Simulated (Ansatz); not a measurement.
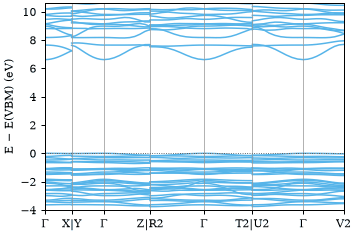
*Band structure from plane-wave PAW r²SCAN (Ansatz code)*

Read off the gap and where the band edges lie.

About 6.6 eV (6.62 eV by a search for the band edges); maximum at Γ, minimum at Γ.

The material is MgS2O7 in space group P-1 (No. 2; Pearson symbol aP20).

The workflow started from a Materials Project entry (that database holds measured and hypothetical structures alike); the Crystallography Open Database copy checked does not list it. Entries of such low symmetry are often ordered models of mixed-site phases. Whether it is the stable phase at ambient conditions was not checked. Symmetry was held in the r²SCAN relaxation; its stability against distortions is not shown here.

Potentials: the later of the program's two PAW sets.
